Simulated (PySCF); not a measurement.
**doublet BH2Br+ at 6 levels**

Aim: a comparison of 6 runs (U-wB97X-V/STO-3G, UB3LYP/STO-3G, UM06-2X/STO-3G, UPBE/STO-3G, UPBE0/STO-3G, NEVPT2(3,3)/STO-3G) of doublet BH2Br+. 

Program for the calculation: PySCF 2.14.0.

3 further runs of the same task are left out: 3 set aside as unsound or not needed.

### 1 The molecule

BH2Br+ has 4 atoms, charge +1, and is taken as a doublet. SMILES of the parent species: `BBr`. The shape is that of a PBE0-D4/def2-TZVP optimisation. That shape belongs to the parent species and isn't relaxed for this state.

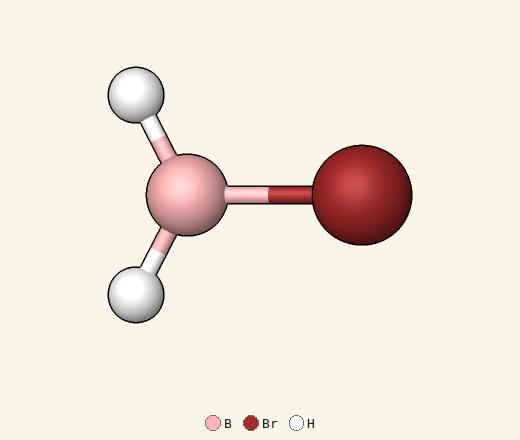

Viewed from a chosen angle; boron pink, bromine red, hydrogen white.

### 2 The energy at U-wB97X-V/STO-3G (run 1)

Contents of run.py:

```python
from pyscf import gto, dft

molecule = gto.M(
    atom=[
    ('B', (-0.153900, 0.025000, -0.096900)),
    ('Br', (1.470100, -0.363400, 0.790800)),
    ('H', (-1.111200, -0.617300, 0.191700)),
    ('H', (-0.149500, 0.895400, -0.905900)),
],
    spin=1,
    basis='sto-3g',
    max_memory=1860,
    charge=1,
    verbose=3,
)

calc0 = dft.UKS(molecule)
calc0.xc = 'wb97x-v'
calc0.nlcgrids.level = 1
calc0.conv_tol = 1e-10
calc0.grids.level = 5
calc0.kernel()
if not calc0.converged:
    calc0 = calc0.newton().run(calc0.mo_coeff, calc0.mo_occ)

e_tot = calc0.e_tot
print('E = %.10f Eh' % e_tot)
```

Started as:

```bash
OMP_NUM_THREADS=1 python run.py
```

The log of the run:

```text
WARN: HOMO -0.43206048166166 >= LUMO -0.432060481661664

converged SCF energy = -2571.24714006082  <S^2> = 0.75125793  2S+1 = 2.0012575
E = -2571.2471400608 Eh
```

Wall time 17 s (1 thread of Arm Neoverse V2, shared host); peak memory 0.23 GiB.

### 3 A single-point energy at UB3LYP/STO-3G (run 2)

Contents of start.xyz:

```xyz
4

B     -0.153900     0.025000    -0.096900
Br     1.470100    -0.363400     0.790800
H     -1.111200    -0.617300     0.191700
H     -0.149500     0.895400    -0.905900
```

Contents of job.py:

```python
from pyscf import gto, dft

mol = gto.M(
    atom='start.xyz',
    max_memory=1860,
    basis='sto-3g',
    charge=1,
    verbose=3,
    spin=1,
)

mf = dft.UKS(mol)
mf.xc = 'b3lyp'
mf.conv_tol = 1e-10
mf.grids.level = 5
mf.kernel()
if not mf.converged:
    mf = mf.newton().run(mf.mo_coeff, mf.mo_occ)

etot = mf.e_tot
print(f'total energy: {etot:.8f} hartree')
```

Started as:

```bash
OMP_NUM_THREADS=1 python job.py
```

The log of the run:

```text
WARN: HOMO -0.431080418804412 >= LUMO -0.431080418804407

converged SCF energy = -2571.41369503049  <S^2> = 0.75140669  2S+1 = 2.0014062
total energy: -2571.41369503 hartree
```

Run time: 4.8 s. Hardware: 1 thread of Arm Neoverse V2, shared host; peak memory 0.23 GiB.

Run 3 isn't shown in full; the table further down has it.

### 4 A single-point energy at UPBE/STO-3G (run 4)

Contents of job.py:

```python
from pyscf import gto, dft

mol = gto.M(
    atom='''
B       -0.153900       0.025000      -0.096900
Br       1.470100      -0.363400       0.790800
H       -1.111200      -0.617300       0.191700
H       -0.149500       0.895400      -0.905900
''',
    charge=1,
    basis='sto-3g',
    spin=1,
    verbose=4,
    max_memory=1860,
)

myscf = dft.UKS(mol)
myscf.xc = 'pbe'
myscf.conv_tol = 1e-10
myscf.grids.level = 5
myscf.kernel()
if not myscf.converged:
    myscf = myscf.newton().run(myscf.mo_coeff, myscf.mo_occ)

e_tot = myscf.e_tot
print('E(%s) = %.9f' % ('PBE', e_tot))
```

Started as:

```bash
OMP_NUM_THREADS=1 python job.py
```

The log of the run:

```text
PySCF version 2.14.0

[... 56 lines left out ...]
WARN: HOMO -0.420670325315729 >= LUMO -0.420670325315726
[... 46 lines left out ...]
converged SCF energy = -2570.93729768285  <S^2> = 0.75112714  2S+1 = 2.0011268
E(PBE) = -2570.937297683
```

It took 4.8 s on 1 thread of Arm Neoverse V2, shared host; peak memory 0.23 GiB.

Run 5 isn't shown in full; the table further down has it.

### 5 A single-point energy at NEVPT2(3,3)/STO-3G (run 6)

Contents of input.py:

```python
import numpy
from pyscf import gto, scf, mp, mcscf, mrpt

molecule = gto.M(
    atom=[
    ('B', (-0.153900, 0.025000, -0.096900)),
    ('Br', (1.470100, -0.363400, 0.790800)),
    ('H', (-1.111200, -0.617300, 0.191700)),
    ('H', (-0.149500, 0.895400, -0.905900)),
],
    spin=1,
    charge=1,
    max_memory=1860,
    verbose=3,
    basis='sto-3g',
)

hf = scf.ROHF(molecule)
hf.conv_tol = 1e-10
hf.kernel()
if not hf.converged:
    hf = hf.newton().run(hf.mo_coeff, hf.mo_occ)

pt = mp.MP2(scf.addons.convert_to_uhf(hf)).run()
noons, natorbs = mcscf.addons.make_natural_orbitals(pt)
print('natural occupations', numpy.round(noons[:40], 4))
cas = mcscf.CASSCF(hf, 3, 3)
cas.fix_spin_(ss=0.75)
cas.natorb = True
cas.kernel(natorbs)
e_pt2 = mrpt.NEVPT(cas).kernel()
e_tot = cas.e_tot + e_pt2
print('E = %.10f Eh' % e_tot)
```

Started as:

```bash
OMP_NUM_THREADS=1 python input.py
```

The log of the run:

```text
converged SCF energy = -2569.91575970319
E(UMP2) = -2569.9577366898  E_corr = -0.041976986608414
E(SCS-UMP2) = -2569.96218684238  E_corr = -0.0464271391925915
natural occupations [2.     2.     2.     2.     2.     2.     2.     2.     2.     2.
 2.     2.     2.     2.     1.9999 1.9994 1.9959 1.9896 1.9881 1.9881
 1.0015 0.0122 0.0091 0.0088 0.0074]
CASSCF energy = -2569.91927144219
CASCI E = -2569.91927144219  E(CI) = -3.26128039210198  S^2 = 0.7500000
Sr    (-1)',   E = -0.00016026142655
Si    (+1)',   E = -0.00055336020583
Sijrs (0)  ,   E = -0.01444572251000
Sijr  (+1) ,   E = -0.00262347234152
Srsi  (-1) ,   E = -0.00273355258970
Srs   (-2) ,   E = -0.00348459793824
Sij   (+2) ,   E = -0.00276075122185
Sir   (0)' ,   E = -0.01454187818047
Nevpt2 Energy = -0.041303596414160
E = -2569.9605750386 Eh
```

Run time: 0.89 s. Hardware: 1 thread of Arm Neoverse V2, shared host; peak memory 0.12 GiB.

### 6 All runs side by side

```
run               level  nlc grid  integration grid   energy (Eh)  HOMO energy (eV)  LUMO energy (eV)   ⟨S²⟩  wall time
  1    U-wB97X-V/STO-3G         1                 5  -2571.247140            -18.56            -10.29  0.751       17 s
  2       UB3LYP/STO-3G         –                 5  -2571.413695            -15.85            -12.77  0.751      4.8 s
  3      UM06-2X/STO-3G         –                 5  -2571.440881            -17.31            -11.66  0.752      7.5 s
  4         UPBE/STO-3G         –                 5  -2570.937298            -14.64            -13.44  0.751      4.8 s
  5        UPBE0/STO-3G         –                 5  -2571.162508            -16.15            -12.53  0.752      4.8 s
  6  NEVPT2(3,3)/STO-3G         –                 –  -2569.960575                 –                 –      –     0.89 s
```

### 7 What came out

| quantity | value |
| --- | --- |
| run 6: total energy | -2569.96058 Eh |

**Reading.** Totals of different functionals can't be ranked against each other. In runs 1, 2, 3, 4, 5, 6 the basis is minimal, so the values are rough. All runs together took 40 s, the longest 17 s.
